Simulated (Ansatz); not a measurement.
| atom | x (Å) | y (Å) | z (Å) |
| --- | --- | --- | --- |
| C | -0.9408 | 1.0253 | -2.7560 |
| C | 0.4252 | 1.0452 | -2.0961 |
| C | 1.3601 | 0.0146 | -2.7010 |
| O | 0.2779 | 0.7842 | -0.7191 |
| Sn | 0.8114 | 2.0381 | 0.7250 |
| O | 0.1911 | 0.8707 | 2.1768 |
| C | -0.4180 | -0.4032 | 2.0581 |
| C | 0.6477 | -1.4789 | 1.9601 |
| C | -1.3211 | -0.6041 | 3.2586 |
| H | -0.8638 | 1.2197 | -3.8289 |
| H | -1.4083 | 0.0481 | -2.6114 |
| H | -1.5925 | 1.7821 | -2.3138 |
| H | 0.8680 | 2.0448 | -2.2575 |
| H | 1.4912 | 0.1814 | -3.7733 |
| H | 2.3411 | 0.0573 | -2.2227 |
| H | 0.9526 | -0.9885 | -2.5515 |
| H | -1.0235 | -0.4392 | 1.1428 |
| H | 1.2992 | -1.4440 | 2.8374 |
| H | 0.1953 | -2.4725 | 1.9034 |
| H | 1.2543 | -1.3316 | 1.0637 |
| H | -2.0727 | 0.1862 | 3.3078 |
| H | -1.8348 | -1.5675 | 3.2026 |
| H | -0.7348 | -0.5754 | 4.1807 |

Geometry: PBE0-D4/def2-TZVP; core potentials replace the inner electrons of Sn.

Theory: RKS PBE0-D4/def2-TZVPP in Ansatz.

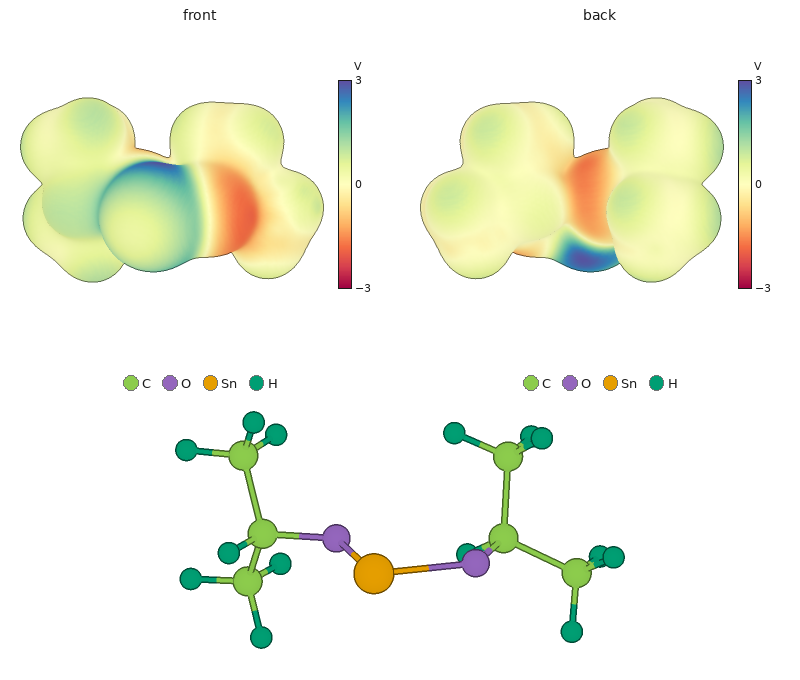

C6H14O2Sn. The molecular electrostatic potential painted on the density surface at 0.004 e/bohr³, seen from the front and from behind; red is negative and blue positive. The bare structure is drawn below in the same view.

Describe the electrostatic potential map.

Answer. The most negative region (about −1.8 V) lies over O6, the most positive (about +2.8 V) over Sn5. O6 is the likeliest acceptor of a hydrogen bond.
